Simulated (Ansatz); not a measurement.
# Nudged elastic band, with input and output: C$_{2}$H$_{10}$AlNS (part 2 of 2)

The same run, continued: C$_{2}$H$_{10}$AlNS; UHF/6-31G* (Ansatz 0.2.0). One setting was made poor on purpose. It belongs to a series of runs on one base structure; here: band between the two ends.

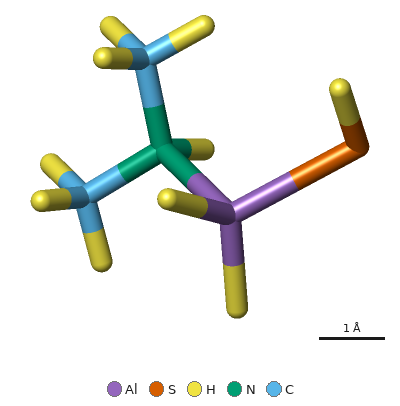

*The input geometry (stick view, seen at a tilt). Sticks mark near contacts.*

**The last band as extended XYZ, continued**
```
15
Properties=species:S:1:pos:R:3:forces:R:3 image=7 energy=-21100.20375
Al    0.3838   -1.5025   -0.4065    0.0005   0.0164  -0.0104
S     2.0009   -0.0001   -2.2212    0.0104   0.0034  -0.0105
H    -0.4107   -2.2660   -1.5468    0.0071   0.0023  -0.0025
H     1.6652   -2.1014    0.3157   -0.0004   0.0019  -0.0067
H     1.3419    1.1440   -2.0983    0.0196  -0.0017  -0.0270
N    -0.4656   -0.1472    0.4080   -0.0022  -0.0321   0.0438
C    -1.7668    0.3408    0.0150   -0.0091   0.0029  -0.0038
C     0.0537    0.5458    1.5637   -0.0003   0.0085   0.0027
H     2.9777    0.3448   -1.3936   -0.0063   0.0040  -0.0013
H    -2.5129    0.1901    0.7966    0.0074   0.0117   0.0060
H    -1.7474    1.4101   -0.2066   -0.0039  -0.0042  -0.0105
H    -2.1168   -0.1726   -0.8740   -0.0082  -0.0045   0.0115
H     1.0447    0.1834    1.8165   -0.0089  -0.0109   0.0114
H     0.1305    1.6213    1.3892    0.0099  -0.0044   0.0024
H    -0.5782    0.4094    2.4423   -0.0156   0.0067  -0.0050
15
Properties=species:S:1:pos:R:3:forces:R:3 image=8 energy=-21100.22167
Al    0.4038   -1.4844   -0.3829    0.0044  -0.0037  -0.0066
S     2.1162   -0.0863   -2.2038    0.0045   0.0133   0.0094
H    -0.3630   -2.1915   -1.5786    0.0010   0.0012  -0.0008
H     1.6644   -2.1149    0.3464    0.0017   0.0001   0.0014
H     1.2916    0.8246   -2.7021    0.0003  -0.0051  -0.0002
N    -0.4626   -0.1689    0.4748   -0.0088   0.0068   0.0074
C    -1.7179    0.3918    0.0317    0.0048   0.0004  -0.0027
C     0.0316    0.4766    1.6687    0.0033   0.0007  -0.0023
H     2.7272    0.7552   -1.3805   -0.0085  -0.0116  -0.0093
H    -2.4893    0.3081    0.7981    0.0012  -0.0003   0.0001
H    -1.6271    1.4517   -0.2164   -0.0007  -0.0004   0.0000
H    -2.0784   -0.1234   -0.8520   -0.0011   0.0005   0.0008
H     0.9618    0.0232    1.9939   -0.0002  -0.0007   0.0020
H     0.2194    1.5408    1.5096    0.0004   0.0005   0.0015
H    -0.6778    0.3973    2.4932   -0.0023  -0.0016  -0.0008
```

This output came from the following input.

**Input file**
```yaml
crystal:
  periodic: [false, false, false]
  atoms:
    - { symbol: Al, position_ang: [0.644808, -1.269888, -0.874256] }
    - { symbol: S, position_ang: [2.659698, -0.47994, -1.516569] }
    - { symbol: H, position_ang: [-0.295302, -1.601502, -2.118452] }
    - { symbol: H, position_ang: [0.651847, -2.184907, 0.433377] }
    - { symbol: H, position_ang: [-0.230867, 1.091711, -0.888595] }
    - { symbol: "N", position_ang: [-0.328228, 0.417886, -0.148161] }
    - { symbol: C, position_ang: [-1.764075, 0.158289, 0.053065] }
    - { symbol: C, position_ang: [0.302933, 0.97961, 1.058393] }
    - { symbol: H, position_ang: [3.330327, -0.701406, -0.388938] }
    - { symbol: H, position_ang: [-1.879737, -0.612137, 0.803793] }
    - { symbol: H, position_ang: [-2.279663, 1.05378, 0.383645] }
    - { symbol: H, position_ang: [-2.200007, -0.187951, -0.87262] }
    - { symbol: H, position_ang: [1.333493, 1.222252, 0.841561] }
    - { symbol: H, position_ang: [-0.216745, 1.874107, 1.386366] }
    - { symbol: H, position_ang: [0.271519, 0.240097, 1.847392] }
magnetization:
  spin_polarized: true
basis:
  gaussian: { orbitals: "6-31G*" }
hamiltonian:
  xc: hf
neb:
  order_check: false
  images: 7
  f_tol: 0.2
  max_iterations: 60
  final_atoms:
    - { symbol: Al, position_ang: [0.40381868, -1.4844142, -0.38291149] }
    - { symbol: S, position_ang: [2.11622263, -0.08627561, -2.20377036] }
    - { symbol: H, position_ang: [-0.36296016, -2.19146458, -1.57863907] }
    - { symbol: H, position_ang: [1.66443739, -2.11487449, 0.34635681] }
    - { symbol: H, position_ang: [1.29163927, 0.82461077, -2.70211365] }
    - { symbol: "N", position_ang: [-0.46258523, -0.16889339, 0.47483965] }
    - { symbol: C, position_ang: [-1.717915, 0.39182594, 0.03166295] }
    - { symbol: C, position_ang: [0.03161107, 0.47658552, 1.66868282] }
    - { symbol: H, position_ang: [2.72716449, 0.75518012, -1.38048268] }
    - { symbol: H, position_ang: [-2.48932531, 0.30810242, 0.7981024] }
    - { symbol: H, position_ang: [-1.62711937, 1.45169767, -0.21644223] }
    - { symbol: H, position_ang: [-2.07839828, -0.12339636, -0.85204467] }
    - { symbol: H, position_ang: [0.96176128, 0.02324298, 1.99392174] }
    - { symbol: H, position_ang: [0.21943614, 1.54079975, 1.50961537] }
    - { symbol: H, position_ang: [-0.6777866, 0.39727447, 2.49322343] }
  initial_path:
    images:
      - { positions_ang: [[0.644808, -1.269888, -0.874256], [2.659698, -0.47994, -1.516569], [-0.295302, -1.601502, -2.118452], [0.651847, -2.184907, 0.433377], [-0.230867, 1.091711, -0.888595], [-0.328228, 0.417886, -0.148161], [-1.764075, 0.158289, 0.053065], [0.302933, 0.97961, 1.058393], [3.330327, -0.701406, -0.388938], [-1.879737, -0.612137, 0.803793], [-2.279663, 1.05378, 0.383645], [-2.200007, -0.187951, -0.87262], [1.333493, 1.222252, 0.841561], [-0.216745, 1.874107, 1.386366], [0.271519, 0.240097, 1.847392]] }
      - { positions_ang: [[0.64971714, -1.37861467, -0.82422104], [2.43139601, -0.29673042, -1.65558107], [-0.27965269, -1.8621188, -1.96372069], [0.92185447, -2.20501375, 0.39741039], [-0.04945139, 0.95399832, -0.87059835], [-0.32793376, 0.34447621, -0.07232063], [-1.74316569, 0.25028451, -0.00169232], [0.26699704, 0.89549173, 1.14808178], [3.16618174, -0.43927247, -0.57128711], [-2.00451143, -0.41909283, 0.75110327], [-2.15213017, 1.19467526, 0.2317335], [-2.13909133, -0.11727006, -0.93684971], [1.28987233, 0.97679659, 1.03052046], [-0.11064151, 1.83989921, 1.39259853], [0.08056024, 0.26249216, 1.94482401]] }
      - { positions_ang: [[0.65462628, -1.48734134, -0.77418608], [2.20309401, -0.11352084, -1.79459315], [-0.26400338, -2.12273561, -1.80898937], [1.19186193, -2.22512049, 0.36144377], [0.13196423, 0.81628565, -0.8526017], [-0.32763952, 0.27106643, 0.00351973], [-1.72225639, 0.34228001, -0.05644964], [0.23106109, 0.81137347, 1.23777057], [3.00203647, -0.17713893, -0.75363623], [-2.12928586, -0.22604866, 0.69841355], [-2.02459733, 1.33557052, 0.07982199], [-2.07817566, -0.04658912, -1.00107941], [1.24625166, 0.73134119, 1.21947991], [-0.00453801, 1.80569142, 1.39883105], [-0.11039852, 0.28488731, 2.04225601]] }
      - { positions_ang: [[0.65953542, -1.59606801, -0.72415112], [1.97479202, 0.06968873, -1.93360522], [-0.24835407, -2.38335241, -1.65425806], [1.4618694, -2.24522724, 0.32547716], [0.31337984, 0.67857297, -0.83460505], [-0.32734529, 0.19765664, 0.0793601], [-1.70134708, 0.43427552, -0.11120697], [0.19512513, 0.7272552, 1.32745935], [2.83789121, 0.0849946, -0.93598534], [-2.2540603, -0.03300449, 0.64572382], [-1.8970645, 1.47646578, -0.07208951], [-2.01725999, 0.02409182, -1.06530912], [1.202631, 0.48588578, 1.40843937], [0.10156548, 1.77148363, 1.40506358], [-0.30135728, 0.30728247, 2.13968802]] }
      - { positions_ang: [[0.66444456, -1.70479469, -0.67411616], [1.74649003, 0.25289831, -2.0726173], [-0.23270476, -2.64396922, -1.49952675], [1.73187686, -2.26533398, 0.28951054], [0.49479546, 0.5408603, -0.8166084], [-0.32705105, 0.12424685, 0.15520047], [-1.68043777, 0.52627102, -0.16596429], [0.15918917, 0.64313694, 1.41714814], [2.67374594, 0.34712814, -1.11833445], [-2.37883473, 0.16003968, 0.59303409], [-1.76953166, 1.61736104, -0.22400102], [-1.95634432, 0.09477275, -1.12953883], [1.15901033, 0.24043038, 1.59739883], [0.20766898, 1.73727584, 1.4112961], [-0.49231604, 0.32967762, 2.23712002]] }
      - { positions_ang: [[0.59928809, -1.64969956, -0.601315], [1.83892318, 0.16810483, -2.10540556], [-0.26526861, -2.53084306, -1.51930483], [1.71501699, -2.22771911, 0.30372211], [0.69400641, 0.61179792, -1.28798471], [-0.36093459, 0.05096179, 0.23511026], [-1.68980708, 0.49265975, -0.11655748], [0.12729465, 0.60149908, 1.48003181], [2.68710058, 0.44914113, -1.18387151], [-2.40645737, 0.19705537, 0.64430117], [-1.73392859, 1.5759452, -0.22211132], [-1.98685781, 0.04023048, -1.06016529], [1.10969807, 0.18613353, 1.69652955], [0.21061077, 1.68815682, 1.43587592], [-0.53868368, 0.34657684, 2.30114588]] }
      - { positions_ang: [[0.53413162, -1.59460444, -0.52851383], [1.93135633, 0.08331135, -2.13819383], [-0.29783246, -2.4177169, -1.53908291], [1.69815713, -2.19010424, 0.31793368], [0.89321736, 0.68273554, -1.75936102], [-0.39481814, -0.02232327, 0.31502006], [-1.69917638, 0.45904848, -0.06715067], [0.09540012, 0.55986123, 1.54291548], [2.70045522, 0.55115413, -1.24940857], [-2.43408002, 0.23407105, 0.69556825], [-1.69832551, 1.53452935, -0.22022162], [-2.0173713, -0.0143118, -0.99079175], [1.0603858, 0.13183668, 1.79566028], [0.21355256, 1.63903779, 1.46045574], [-0.58505132, 0.36347605, 2.36517173]] }
      - { positions_ang: [[0.46897515, -1.53950932, -0.45571266], [2.02378948, -0.00148213, -2.17098209], [-0.33039631, -2.30459074, -1.55886099], [1.68129726, -2.15248936, 0.33214525], [1.09242831, 0.75367316, -2.23073734], [-0.42870169, -0.09560833, 0.39492985], [-1.70854569, 0.42543721, -0.01774386], [0.0635056, 0.51822337, 1.60579915], [2.71380985, 0.65316712, -1.31494563], [-2.46170266, 0.27108674, 0.74683532], [-1.66272244, 1.49311351, -0.21833193], [-2.04788479, -0.06885408, -0.92141821], [1.01107354, 0.07753983, 1.89479101], [0.21649435, 1.58991877, 1.48503555], [-0.63141896, 0.38037526, 2.42919758]] }
      - { positions_ang: [[0.40381868, -1.4844142, -0.38291149], [2.11622263, -0.08627561, -2.20377036], [-0.36296016, -2.19146458, -1.57863907], [1.66443739, -2.11487449, 0.34635681], [1.29163927, 0.82461077, -2.70211365], [-0.46258523, -0.16889339, 0.47483965], [-1.717915, 0.39182594, 0.03166295], [0.03161107, 0.47658552, 1.66868282], [2.72716449, 0.75518012, -1.38048268], [-2.48932531, 0.30810242, 0.7981024], [-1.62711937, 1.45169767, -0.21644223], [-2.07839828, -0.12339636, -0.85204467], [0.96176128, 0.02324298, 1.99392174], [0.21943614, 1.54079975, 1.50961537], [-0.6777866, 0.39727447, 2.49322343]] }
```

Command:
```bash
ansatz run input.yaml --threads 2 --pin off --max-ram 3072MiB --backend cpu --events-out ev --progress --plain --runs-dir out
```

**Key numbers**

| quantity | value |
| --- | --- |
| outcome | converged |
| barrier, forward | 2.213 eV |
| barrier, backward | 0.636 eV |
| hardware | 2 threads of AMD EPYC (Zen 5), 16 GiB of memory available, shared host |
| wall time | 2.8 min (CPU time 5.2 min) |
| peak memory | 0.31 GiB |

**Remarks**

A deliberately poor setting: loose force. The order of the saddle point was not checked.
